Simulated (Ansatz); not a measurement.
# H3O2Si: the cost of one run

Computed with Ansatz 0.2.0. Level: RKS B3LYP-D4/def2-TZVP.

## Step 1: The system as given

SMILES `O[SiH+]O`, 6 atoms, charge 1, spin multiplicity 1.

Atoms are counted from 1 here; the program's logs count them from 0.

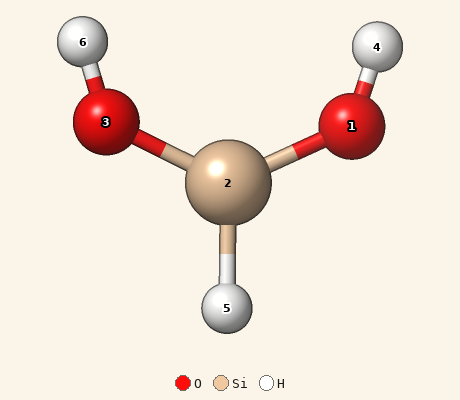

The starting geometry (oxygen red, silicon light orange, hydrogen white); atoms are numbered from 1 in the order of the file.

Geometry (Å):

```
atom     x (Å)     y (Å)     z (Å)
  O1  -1.15075  -0.24028  -0.85122
 Si2   0.19034   0.40633  -0.27206
  O3   1.03269  -0.01116   1.01947
  H4  -1.70880  -0.98793  -0.55523
  H5   0.72359   1.54425  -1.03391
  H6   0.91292  -0.71122   1.69294
```

This geometry comes from a loose relaxation at PBE in a small basis, which is not shown.

## Step 3: Setting up the map

- dihedral H4–O1–Si2–O3: 12 values from −180 to 150 °, periodic
- dihedral O1–Si2–O3–H6: 12 values from −180 to 150 °, periodic

Nothing else is relaxed (all other coordinates rigid). Energies count from the relaxed molecule at the same level. Points are written as (first, second).

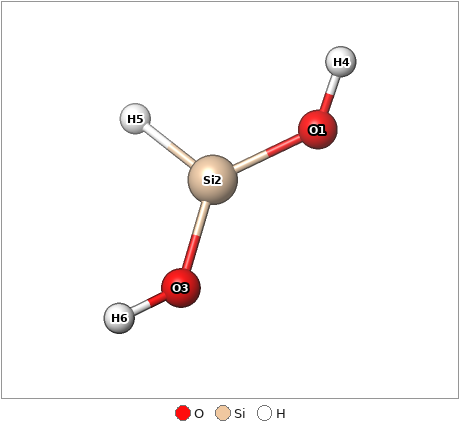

The geometry at (−150°, 150°).

(The set-up runs are not shown.)

## Step 4: Point (0°, 0°)

input.yaml reads:

```yaml
crystal:
  periodic: [false, false, false]
  atoms:
    - { symbol: O, position_ang: [-1.124099, -0.240036, -0.826535] }
    - { symbol: Si, position_ang: [0.188944, 0.403252, -0.269978] }
    - { symbol: O, position_ang: [1.00416, -0.015787, 0.997888] }
    - { symbol: H, position_ang: [-1.689223, -0.973551, -0.551459] }
    - { symbol: H, position_ang: [0.715305, 1.526444, -1.022061] }
    - { symbol: H, position_ang: [0.904809, -0.700225, 1.672241] }
total_charge: 1
basis:
  gaussian: { orbitals: def2-TZVP }
hamiltonian:
  xc: { name: B3LYP }
  dispersion: d4
output:
  forces: true
```

Command:

```
$ ansatz run input.yaml --threads 1 --pin off --max-ram 2560MiB --backend cpu --events-out ev --progress --plain --runs-dir out
```

Q: Estimate wall time and peak memory on 1 thread of Arm Neoverse V2, shared host.

About 2.4 s, with a peak of 0.18 GiB.
